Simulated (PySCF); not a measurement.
C2H2, SMILES `C#C`.

Computed with PySCF, CAM-B3LYP/def2-TZVP, geometry: GFN2-xTB. No frequency check shows the geometry to be a minimum.

Input script:

```python
import numpy as np
from pyscf import gto, scf, dft, lo
from pyscf.data.elements import chemcore

def solve(mol, dm0=None, hcore=None):
    mf = (dft.UKS if mol.spin else dft.RKS)(mol, xc='camb3lyp')
    mf.grids.level = 3
    mf = mf.density_fit(auxbasis='def2-universal-jkfit')
    mf.conv_tol, mf.max_cycle = 1e-8, 80
    if hcore is not None:
        mf.get_hcore = lambda *args: hcore
    mf.kernel(dm0)
    if not mf.converged:
        mf = mf.newton().run(mf.mo_coeff, mf.mo_occ, max_cycle=30)
    assert mf.converged, 'SCF not converged'
    return mf

mol = gto.M(atom='''
C     -0.59688     0.00001     0.00000
C      0.59688    -0.00001     0.00000
H     -1.64660    -0.00001     0.00000
H      1.64660     0.00001     0.00000
''', basis='def2-tzvp', charge=0, spin=0, verbose=4)
mf = solve(mol)
occ_all = mf.mo_coeff[:, mf.mo_occ > 0]
occ = occ_all[:, chemcore(mol):]
loc = lo.ibo.ibo(mol, occ, iaos=lo.iao.iao(mol, occ_all))
fock, s = mf.get_fock(), mf.get_ovlp()
ortho = lo.orth_ao(mol, 'meta_lowdin')
ortho = lo.vec_lowdin(lo.iao.iao(mol, occ_all), s)
labels = lo.iao.reference_mol(mol).ao_labels(fmt=None)
vir = lo.vvo.livvo(mol, occ_all, mf.mo_coeff[:, mf.mo_occ == 0])
both = np.hstack([loc, vir])
p = (ortho.T @ s @ both) ** 2
pop = np.array([p[[l[0] == a for l in labels]].sum(0) for a in range(mol.natm)])
spd = np.array([[p[[l[0] == a and l[2][-1] == k for l in labels]].sum(0) for k in 'spd'] for a in range(mol.natm)])
eps = np.einsum('pi,pq,qi->i', both, fock, both)
for i in np.argsort(eps):
    top = np.argsort(-pop[:, i])[:3]
    print('%3d %s %9.4f Eh ' % (i + 1, 'occ' if i < loc.shape[1] else 'vir', eps[i]), '  '.join('%s%d %.3f' % (mol.atom_symbol(a), a + 1, pop[a, i]) for a in top))
np.savez('result.npz', c=both, nocc=loc.shape[1], pop=pop, spd=spd, eps=eps, e=mf.e_tot)
```

Launched as:

```sh
OMP_NUM_THREADS=1 python input.py
```

The run took 3.6 s on 1 thread of Arm Neoverse N1, with other jobs on the host, peak memory 0.26 GiB.

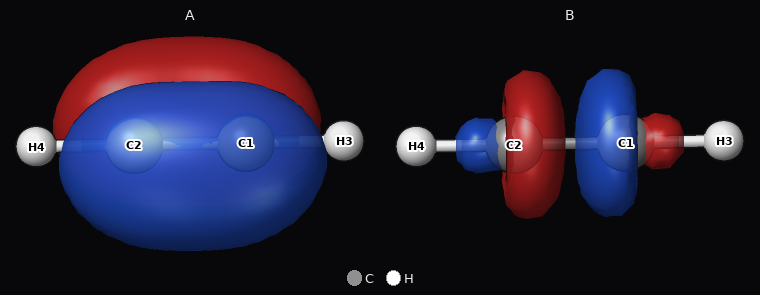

Intrinsic bond orbitals (IBO), occupied and valence-virtual; each surface holds about 85 % of the orbital's density. Energies are diagonal elements of the Fock matrix.

Question: What does each orbital represent in a Lewis picture?

Answer: By panel:
- A: π bond C2–C1 (C2 50 %, C1 50 %; −9.9 eV)
- B: σ* orbital C1–C2 (C1 50 %, C2 50 %; 28.1 eV)

Question: How do all the valence pairs divide up?

Answer: 5 pairs: 3 σ bonds and 2 two-centre π bonds.
